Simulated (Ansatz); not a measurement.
**FH$_{5}$O$_{2}$W···H$_{2}$: density, localisation and related maps**

```xyz
11

W     0.2697    0.0849   -0.1593
H     0.0305    0.4810    2.7186
H     1.4493   -0.6571    0.8149
H    -0.6189    1.4419    0.3188
H    -1.3274   -0.0592    0.3383
O    -0.2902   -1.8025   -0.0538
H     0.4815   -2.4075   -0.0922
F     0.5244    0.1303   -1.9942
O     1.4559    1.5372    0.3968
H     2.3950    1.2622    0.4313
H     0.4183    0.8679    2.2415
```

Core potentials replace the inner electrons of W; not at a stationary point (largest force 1.9 eV/Å).

Computed with RKS PBE/def2-SVP in Ansatz 0.2.0.

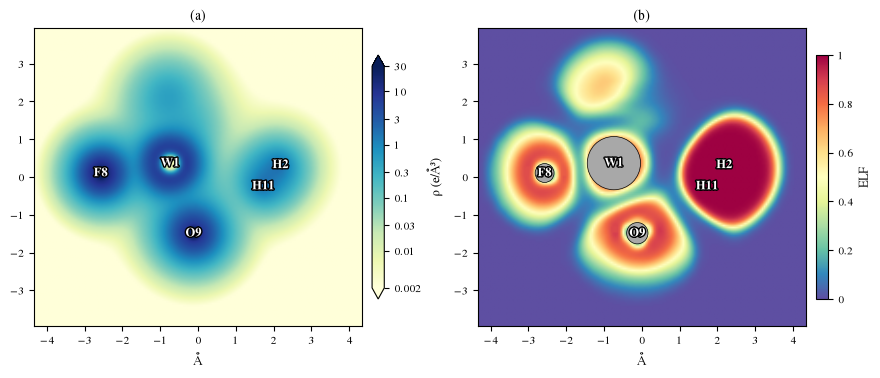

Figure 1. (a) electron density; (b) ELF on the plane of atoms F8, W1 and O9. Grey discs cover the atomic cores in the ELF map.

Question: Read the bonding off the picture.

Answer:
- The plane passes through W, H, F and O nuclei.
- W1···H11 (2.53 Å): the density falls to about 0.1 e/Å³ on the way; the ELF dips to about 0.05 between them.
- W–F (1.85 Å): ρ is about 1.1 e/Å³ halfway; the ELF peaks at about 0.85 in the valence shell of F, 0.6 Å from its nucleus, and drops to about 0.20 between the two atoms.
- W–O (1.96 Å): ρ at the midpoint is about 0.95 e/Å³; the ELF peaks at about 0.85 in the valence shell of O, 0.6 Å from its nucleus, and drops to about 0.25 between the two atoms.
- H–H (0.73 Å): ρ at the midpoint is about 1.8 e/Å³; the ELF peaks at about 1 between the atoms: an ordinary covalent bond to hydrogen.

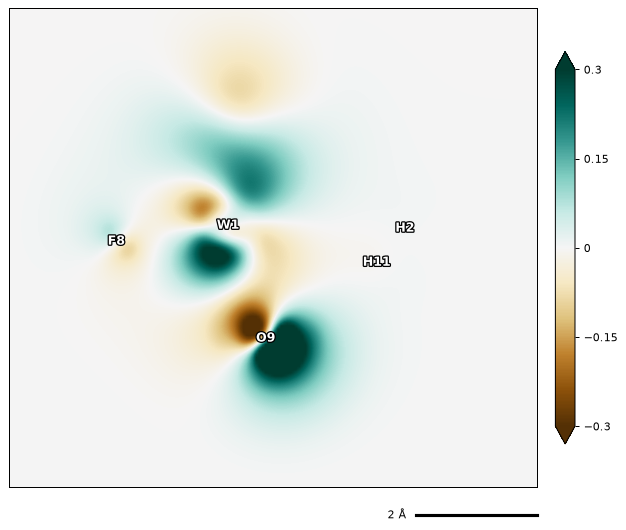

Figure 2. The HOMO on the plane of atoms F8, W1 and O9 (values in Å⁻³ᐟ²; the overall sign is arbitrary).

Question: Describe this orbital and give its energy.

Answer: By Hirshfeld shares it lies mainly on W1 (about 25 %), O6 (about 20 %), O9 (about 20 %), H4 (about 15 %) and H5 (about 10 %). Its energy is −6.00 eV.

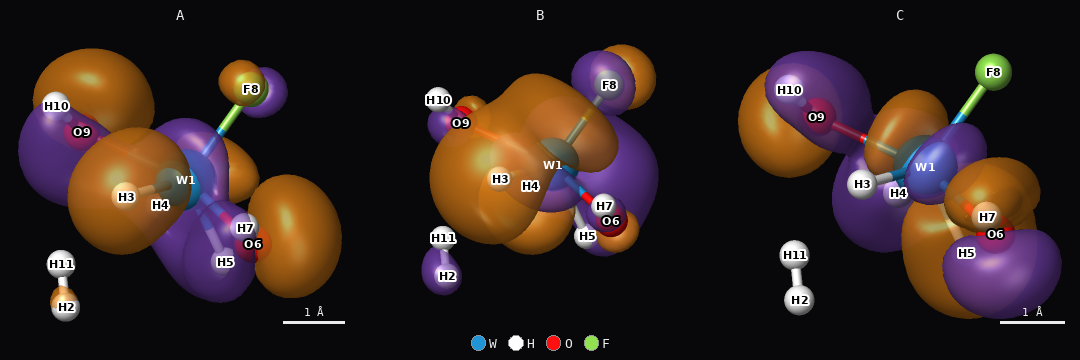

Figure 3. Three frontier orbitals at ±0.08 Å⁻³ᐟ² (orange and purple are the two phases), in no order.

Question: Order the three orbitals by energy and name them.

Answer: A is the HOMO−1 (−6.98 eV). Its weight (Hirshfeld) is mainly on O6 (about 30 %), O9 (about 30 %), W1 (about 20 %) and H3 (about 10 %). C is the HOMO (−6.00 eV). Its weight (Hirshfeld) is mainly on W1 (about 25 %), O6 (about 20 %), O9 (about 20 %), H4 (about 15 %) and H5 (about 10 %). B is the LUMO (−2.90 eV). Its weight (Hirshfeld) is mainly on W1 (about 60 %), H3 (about 10 %) and F8 (about 10 %).

Question: What is the HOMO–LUMO gap?

Answer: 3.10 eV between the orbital energies.
